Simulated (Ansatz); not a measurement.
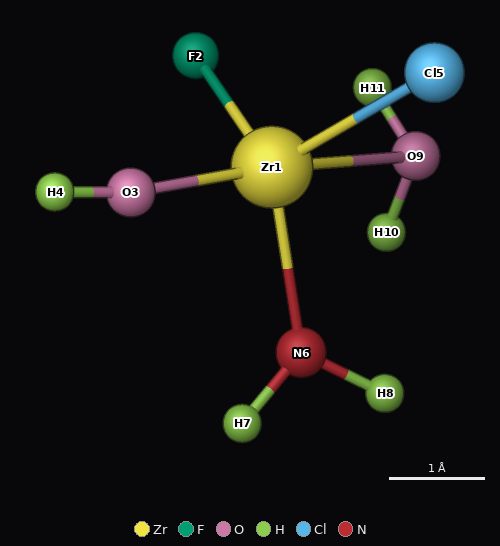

Figure 1. The structure as given in the input (ball-and-stick view, seen at a tilt; atoms are numbered from 1 in the order of the input). Sticks mark near contacts. Bond lengths as drawn: Cl–Zr 2.39 Å, F–Zr 1.96 Å, H–N 1.03 Å, H–O 0.97 to 0.98 Å, N–Zr 2.06 Å and O–Zr 1.92 to 2.43 Å.

**Nudged elastic band, with input and output: ZrNH$_{5}$ClO$_{2}$F (part 1 of 2)**

The run: nudged elastic band of ZrNH$_{5}$ClO$_{2}$F. Method and program: RKS PBE-D4/def2-SVP (Ansatz 0.2.0).

It belongs to a series of runs on one base structure; here: band between the two ends. Figures and captions count atoms from 1; the log counts them from 0 in places.

## Input
```yaml
crystal:
  periodic: [false, false, false]
  atoms:
    - { symbol: Zr, position_ang: [-0.121576, -0.045001, -0.032921] }
    - { symbol: F, position_ang: [0.034866, 0.139983, 1.913422] }
    - { symbol: O, position_ang: [1.68599, -0.495653, -0.485118] }
    - { symbol: H, position_ang: [2.635811, -0.645842, -0.57905] }
    - { symbol: Cl, position_ang: [-0.622458, 1.979774, -1.205703] }
    - { symbol: "N", position_ang: [-1.044606, -1.749408, -0.735685] }
    - { symbol: H, position_ang: [-0.504281, -2.532981, -1.120666] }
    - { symbol: H, position_ang: [-2.007592, -1.836911, -1.083049] }
    - { symbol: O, position_ang: [-2.373185, 0.041331, 0.887417] }
    - { symbol: H, position_ang: [-2.521523, -0.926238, 0.94425] }
    - { symbol: H, position_ang: [-2.120646, 0.289445, 1.803002] }
basis:
  gaussian: { orbitals: def2-SVP }
hamiltonian:
  xc: pbe
  dispersion: d4
neb:
  order_check: false
  images: 7
  f_tol: 0.05
  max_iterations: 60
  final_atoms:
    - { symbol: Zr, position_ang: [-0.10377213, -0.30716361, 0.06320772] }
    - { symbol: F, position_ang: [0.07413598, -0.35123102, 2.00694208] }
    - { symbol: O, position_ang: [1.69219907, -0.38688231, -0.60419209] }
    - { symbol: H, position_ang: [2.61149206, -0.28431405, -0.88561268] }
    - { symbol: Cl, position_ang: [-0.92173294, 1.80888409, -0.86008222] }
    - { symbol: "N", position_ang: [-0.88968467, -1.97557402, -0.7851537] }
    - { symbol: H, position_ang: [-1.83544159, -2.32439823, -0.59391627] }
    - { symbol: H, position_ang: [-0.42102522, -2.6086873, -1.44176173] }
    - { symbol: O, position_ang: [-2.35507384, -0.12218305, 0.93152276] }
    - { symbol: H, position_ang: [-2.60527048, 0.76359896, 0.58461369] }
    - { symbol: H, position_ang: [-2.20502624, 0.00644954, 1.89033145] }
  initial_path:
    images:
      - { positions_ang: [[-0.121576, -0.045001, -0.032921], [0.034866, 0.139983, 1.913422], [1.68599, -0.495653, -0.485118], [2.635811, -0.645842, -0.57905], [-0.622458, 1.979774, -1.205703], [-1.044606, -1.749408, -0.735685], [-0.504281, -2.532981, -1.120666], [-2.007592, -1.836911, -1.083049], [-2.373185, 0.041331, 0.887417], [-2.521523, -0.926238, 0.94425], [-2.120646, 0.289445, 1.803002]] }
      - { positions_ang: [[-0.09138904, -0.03363381, -0.02685071], [0.0184373, 0.12366117, 2.0150625], [1.75446412, -0.37586129, -0.53197081], [2.54681189, -0.72713305, -0.62297428], [-0.76215474, 1.99131524, -1.13630681], [-1.04052249, -1.769087, -0.7267467], [-0.7708641, -2.50571891, -0.84328243], [-1.75046175, -1.90516064, -1.24244268], [-2.34473382, 0.03742423, 0.84285778], [-2.59052344, -0.8502189, 0.74612665], [-1.92826394, 0.23291196, 1.83242649]] }
      - { positions_ang: [[-0.06120208, -0.02226662, -0.02078041], [0.00200861, 0.10733934, 2.116703], [1.82293824, -0.25606959, -0.57882361], [2.45781278, -0.80842411, -0.66689855], [-0.90185148, 2.00285648, -1.06691063], [-1.03643899, -1.788766, -0.71780839], [-1.0374472, -2.47845681, -0.56589887], [-1.4933315, -1.97341028, -1.40183637], [-2.31628263, 0.03351746, 0.79829856], [-2.65952388, -0.7741998, 0.54800329], [-1.73588188, 0.17637892, 1.86185098]] }
      - { positions_ang: [[-0.03101512, -0.01089943, -0.01471012], [-0.01442009, 0.09101752, 2.21834351], [1.89141237, -0.13627788, -0.62567642], [2.36881367, -0.88971516, -0.71082283], [-1.04154822, 2.01439772, -0.99751444], [-1.03235548, -1.80844499, -0.70887009], [-1.3040303, -2.45119472, -0.2885153], [-1.23620125, -2.04165992, -1.56123005], [-2.28783145, 0.02961068, 0.75373934], [-2.72852432, -0.6981807, 0.34987994], [-1.54349982, 0.11984588, 1.89127546]] }
      - { positions_ang: [[-0.00082816, 0.00046776, -0.00863983], [-0.03084878, 0.07469569, 2.31998401], [1.95988649, -0.01648617, -0.67252922], [2.27981456, -0.97100621, -0.7547471], [-1.18124496, 2.02593895, -0.92811825], [-1.02827198, -1.82812399, -0.69993179], [-1.5706134, -2.42393262, -0.01113174], [-0.979071, -2.10990955, -1.72062373], [-2.25938026, 0.02570391, 0.70918011], [-2.79752476, -0.6221616, 0.15175658], [-1.35111775, 0.06331283, 1.92069995]] }
      - { positions_ang: [[-0.02656415, -0.07644008, 0.00932206], [-0.00460259, -0.03178599, 2.24172353], [1.89296464, -0.10908521, -0.65544494], [2.36273394, -0.79933317, -0.7874635], [-1.11636695, 1.97167524, -0.91110924], [-0.99362515, -1.8649865, -0.72123727], [-1.63682045, -2.39904902, -0.15682787], [-0.83955956, -2.23460399, -1.65090823], [-2.28330366, -0.01126783, 0.76476578], [-2.74946119, -0.27572146, 0.25997086], [-1.56459488, 0.04909701, 1.91310783]] }
      - { positions_ang: [[-0.05230014, -0.15334792, 0.02728395], [0.0216436, -0.13826766, 2.16346304], [1.82604278, -0.20168424, -0.63836066], [2.44565331, -0.62766013, -0.82017989], [-1.05148895, 1.91741152, -0.89410024], [-0.95897832, -1.90184901, -0.74254274], [-1.7030275, -2.37416543, -0.30252401], [-0.70004811, -2.35929843, -1.58119273], [-2.30722705, -0.04823957, 0.82035144], [-2.70139762, 0.07071868, 0.36818514], [-1.778072, 0.03488119, 1.9055157]] }
      - { positions_ang: [[-0.07803614, -0.23025576, 0.04524584], [0.04788979, -0.24474934, 2.08520256], [1.75912093, -0.29428328, -0.62127637], [2.52857269, -0.45598709, -0.85289629], [-0.98661094, 1.8631478, -0.87709123], [-0.92433149, -1.93871151, -0.76384822], [-1.76923455, -2.34928183, -0.44822014], [-0.56053667, -2.48399286, -1.51147723], [-2.33115045, -0.08521131, 0.8759371], [-2.65333405, 0.41715882, 0.47639941], [-1.99154912, 0.02066536, 1.89792357]] }
      - { positions_ang: [[-0.10377213, -0.30716361, 0.06320772], [0.07413598, -0.35123102, 2.00694208], [1.69219907, -0.38688231, -0.60419209], [2.61149206, -0.28431405, -0.88561268], [-0.92173294, 1.80888409, -0.86008222], [-0.88968467, -1.97557402, -0.7851537], [-1.83544159, -2.32439823, -0.59391627], [-0.42102522, -2.6086873, -1.44176173], [-2.35507384, -0.12218305, 0.93152276], [-2.60527048, 0.76359896, 0.58461369], [-2.20502624, 0.00644954, 1.89033145]] }
```

Command:
```bash
ansatz run input.yaml --threads 4 --pin off --max-ram 5120MiB --backend cpu --events-out ev --progress --plain --runs-dir out
```

## The program's output
```
Engine: ansatz 0.2.0, aarch64-unknown-linux-gnu
Functional definition: PBE
  parameter kappa = 0.804
  parameter beta = 0.06672455060314922
  exchange = pbe_x(kappa = kappa, mu = beta*pi^2/3)
  correlation = pbe_c(beta = beta)
1369 factors; their error is unknown
mean field evaluation 1: about -22150.3721 eV, gradient 1.0e2 eV
mean field evaluation 2: about -21969.1489 eV, gradient 2.9e2 eV
mean field evaluation 4: about -22167.8978 eV, gradient 3.1e1 eV
mean field evaluation 8: about -22169.7433 eV, gradient 3.4e-1 eV
mean field evaluation 16: about -22169.6910 eV, gradient 5.2e-3 eV
mean field -22169.69104277 eV, -814.7211186654 hartree, gradient 6.4e-5 eV, S^2 0.000000; 0 other end points of the search recorded, 0 dependent functions left out
the calculation of the forces begins
reference -22169.69113358 eV, -814.7211220027 hartree; 33, 33 occupied and 97, 97 virtual orbitals, 1369 factors
1369 factors; their error is unknown
mean field evaluation 32: about -22169.9125 eV, gradient 6.6e-2 eV
mean field -22169.86245829 eV, -814.7274180695 hartree, gradient 6.1e-5 eV, S^2 0.000000; 0 other end points of the search recorded, 0 dependent functions left out
[... from here on the field's lines of each further geometry are left out, up to the last ...]
NEB iter   1: max|band force component| = 6.042e1 eV/Å  barrier→ = 12.4211 eV  barrier← = 12.5946 eV  Δτ_max = 0.2000 Å  (285 SCF iters)
NEB iter   2: max|band force component| = 1.313e1 eV/Å  barrier→ = 2.2014 eV  barrier← = 2.3749 eV  Δτ_max = 0.2000 Å  (252 SCF iters)
NEB iter   3: max|band force component| = 8.372e0 eV/Å  barrier→ = 1.2413 eV  barrier← = 1.4148 eV  Δτ_max = 0.2000 Å  (238 SCF iters)
NEB iter   4: max|band force component| = 3.000e0 eV/Å  barrier→ = 0.8172 eV  barrier← = 0.9907 eV  Δτ_max = 0.2000 Å  (234 SCF iters)
NEB iter   5: max|band force component| = 1.865e0 eV/Å  barrier→ = 0.5548 eV  barrier← = 0.7283 eV  Δτ_max = 0.1985 Å  (230 SCF iters)
NEB iter   6: max|band force component| = 1.428e0 eV/Å  barrier→ = 0.3756 eV  barrier← = 0.5491 eV  Δτ_max = 0.1965 Å  (228 SCF iters)
NEB iter   7: max|band force component| = 1.356e0 eV/Å  barrier→ = 0.2102 eV  barrier← = 0.3837 eV  Δτ_max = 0.1798 Å  (220 SCF iters)
NEB iter   8: max|band force component| = 1.171e0 eV/Å  barrier→ = 0.1640 eV  barrier← = 0.3375 eV  Δτ_max = 0.2000 Å  (212 SCF iters)
NEB iter   9: max|band force component| = 5.587e-1 eV/Å  barrier→ = 0.1246 eV  barrier← = 0.2981 eV  Δτ_max = 0.1994 Å  (226 SCF iters)
NEB iter  10: max|band force component| = 1.214e0 eV/Å  barrier→ = 0.0975 eV  barrier← = 0.2710 eV  Δτ_max = 0.0999 Å  (231 SCF iters)
NEB iter  11: max|band force component| = 4.122e-1 eV/Å  barrier→ = 0.0946 eV  barrier← = 0.2680 eV  CI = image 3  Δτ_max = 0.1966 Å  (210 SCF iters)
NEB iter  12: max|band force component| = 4.752e-1 eV/Å  barrier→ = 0.0702 eV  barrier← = 0.2436 eV  CI = image 4  Δτ_max = 0.1005 Å  (214 SCF iters)
NEB iter  13: max|band force component| = 2.488e-1 eV/Å  barrier→ = 0.0676 eV  barrier← = 0.2411 eV  CI = image 3  Δτ_max = 0.0995 Å  (211 SCF iters)
NEB iter  14: max|band force component| = 1.385e-1 eV/Å  barrier→ = 0.0667 eV  barrier← = 0.2402 eV  CI = image 3  Δτ_max = 0.0993 Å  (206 SCF iters)
NEB iter  15: max|band force component| = 8.987e-2 eV/Å  barrier→ = 0.0677 eV  barrier← = 0.2412 eV  CI = image 3  Δτ_max = 0.0992 Å  (209 SCF iters)
NEB iter  16: max|band force component| = 1.912e-1 eV/Å  barrier→ = 0.0682 eV  barrier← = 0.2417 eV  CI = image 3  Δτ_max = 0.0499 Å  (211 SCF iters)
NEB iter  17: max|band force component| = 1.582e-1 eV/Å  barrier→ = 0.0661 eV  barrier← = 0.2396 eV  CI = image 3  Δτ_max = 0.0498 Å  (206 SCF iters)
NEB iter  18: max|band force component| = 1.267e-1 eV/Å  barrier→ = 0.0634 eV  barrier← = 0.2369 eV  CI = image 3  Δτ_max = 0.0992 Å  (214 SCF iters)
NEB iter  19: max|band force component| = 1.156e-1 eV/Å  barrier→ = 0.0578 eV  barrier← = 0.2313 eV  CI = image 3  Δτ_max = 0.0499 Å  (211 SCF iters)
NEB iter  20: max|band force component| = 2.074e-1 eV/Å  barrier→ = 0.0560 eV  barrier← = 0.2295 eV  CI = image 4  Δτ_max = 0.0498 Å  (212 SCF iters)
NEB iter  21: max|band force component| = 1.071e-1 eV/Å  barrier→ = 0.0574 eV  barrier← = 0.2309 eV  CI = image 4  Δτ_max = 0.1000 Å  (205 SCF iters)
NEB iter  22: max|band force component| = 1.057e-1 eV/Å  barrier→ = 0.0603 eV  barrier← = 0.2338 eV  CI = image 4  Δτ_max = 0.0990 Å  (211 SCF iters)
NEB iter  23: max|band force component| = 1.719e-1 eV/Å  barrier→ = 0.0585 eV  barrier← = 0.2320 eV  CI = image 4  Δτ_max = 0.0501 Å  (209 SCF iters)
NEB iter  24: max|band force component| = 9.538e-2 eV/Å  barrier→ = 0.0575 eV  barrier← = 0.2310 eV  CI = image 4  Δτ_max = 0.0503 Å  (211 SCF iters)
the calculation of the forces begins
reference -22169.82250112 eV, -814.7259496708 hartree; 33, 33 occupied and 97, 97 virtual orbitals, 1369 factors
1369 factors; their error is unknown
mean field evaluation 1536: about -22169.6735 eV, gradient 1.7e0 eV
mean field -22169.63177579 eV, -814.7189406440 hartree, gradient 2.3e-5 eV, S^2 0.000000; 1 other end points of the search recorded, 0 dependent functions left out
the calculation of the forces begins
reference -22169.63186703 eV, -814.7189439973 hartree; 33, 33 occupied and 97, 97 virtual orbitals, 1369 factors
NEB iter  25: max|band force component| = 3.803e-2 eV/Å  barrier→ = 0.0573 eV  barrier← = 0.2308 eV  CI = image 4  Δτ_max = 0.0000 Å  (432 SCF iters)
```
